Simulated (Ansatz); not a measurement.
**Redistribution: C2H4ClF + C2H2FI → C2H4ClI + C2H2F2**

Species: C2H4ClF (1-chloro-1-fluoroethane) `CC(F)Cl`, singlet; C2H2FI `F/C=C/I`, singlet; C2H4ClI `CC(Cl)I`, singlet; C2H2F2 (1,2-difluoroethene) `F/C=C/F`, singlet. The partners trade F for I; both sit on C, so the bond types are kept.

Shapes, held fixed at every level: PBE0-D4/def2-TZVP. Programs: Ansatz 0.2.0. The zero-point and thermal change to 298 K, harmonic and unscaled (PBE0-D4/def2-TZVP), is -0.1 kJ/mol.

| level | kind | ΔH(298 K) (kJ/mol) | less CCSD(T)/def2-TZVPP |
| --- | --- | --- | --- |
| HF/def2-SVP | Hartree–Fock | +38.4 | +4.7 |
| HF/def2-TZVPP | Hartree–Fock | +40.2 | +6.5 |
| r2SCAN0-D4/def2-TZVPP | global hybrid | +35.7 | +2.0 |
| wB97M-V/def2-TZVPP | range-separated hybrid | +34.4 | +0.7 |
| MP2/def2-SVP | perturbation theory | +30.5 | -3.2 |
| CCSD/def2-SVP | coupled cluster or CI | +31.4 | -2.3 |
| CCSD/def2-TZVPP | coupled cluster or CI | +34.7 | +1.0 |
| CCSD(T)/def2-TZVPP | coupled cluster or CI | +33.7 | 0.0 |

The highest level, CCSD(T)/def2-TZVPP, gives ΔH(298 K) = +33.7 kJ/mol; the levels span +30.5 to +40.2. The column of differences is taken from that level and isn't an error. No measured value is set beside it here. For atoms past krypton def2 sets carry core potentials with scalar relativity. Correlated rows may include outer-core shells of I, which these sets cover unevenly.

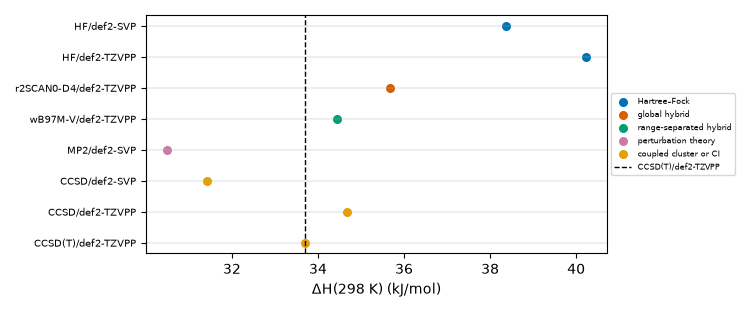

The values of the table, level by level.
